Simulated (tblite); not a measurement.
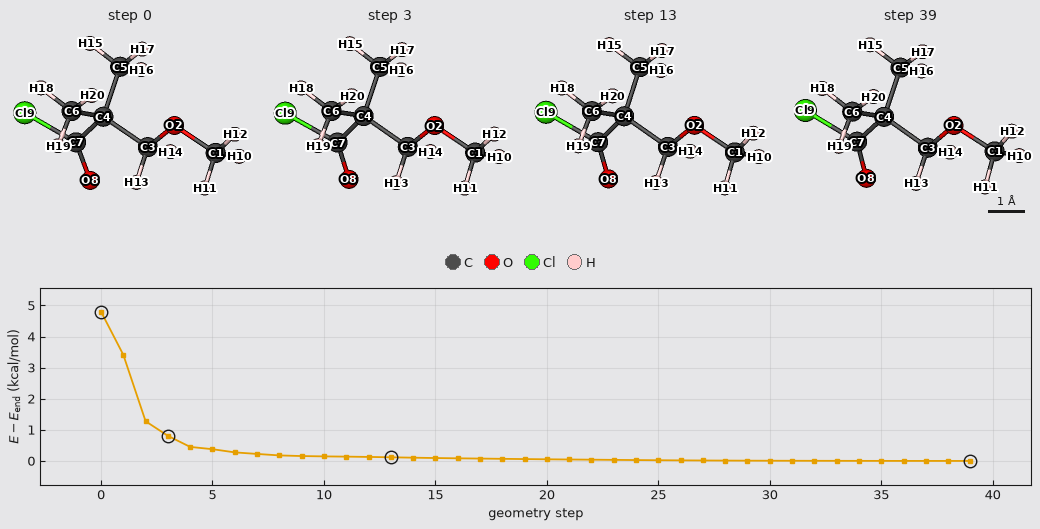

Frames of a relaxation of C$_{6}$H$_{11}$ClO$_{2}$, marked on the history of the run. A ball-and-stick model, seen from a free direction.

The calculation used GFN2-xTB geometry optimisation, gas phase in tblite 0.8.0. 

### What happens along the run?

Over 39 geometry steps the energy falls by 4.80 kcal/mol. O8 moves most after the best rigid fit: 0.13 Å. By element the largest moves are O 0.13 Å, H 0.12 Å, Cl 0.09 Å, C 0.05 Å. Some distances before and after: C7–O8 1.232 → 1.186 Å, C1–O2 1.433 → 1.403 Å, C4–C7 1.534 → 1.505 Å, C4–C5 1.555 → 1.533 Å. Bond angles that change, for instance: C4–C7–O8 121.5° → 128.0°, O8–C7–Cl9 124.1° → 118.9°, C4–C5–H17 111.6° → 108.3°. The run took 0.35 s on 1 thread of Arm Neoverse V1, with other jobs on the host. From step 0 to 3: C7 moves most (0.05 Å), energy −3.99 kcal/mol. From step 3 to 13: Cl9 moves most (0.05 Å), energy −0.69 kcal/mol. From step 13 to 39: O and H atoms move most (0.07 Å), energy −0.12 kcal/mol.

```
step  E − E(0), kcal/mol
   0                0.00
   1               -1.39
   2               -3.53
   3               -3.99
   4               -4.35
   5               -4.42
   6               -4.53
   7               -4.58
   8               -4.62
   9               -4.64
  10               -4.66
  12               -4.67
  13               -4.68
  15               -4.71
  16               -4.72
  18               -4.73
  19               -4.74
  21               -4.76
  22               -4.76
  24               -4.77
  25               -4.78
  27               -4.79
  28               -4.79
  30               -4.80
  31               -4.80
  33               -4.80
  34               -4.80
  36               -4.80
  37               -4.80
  39               -4.80
```
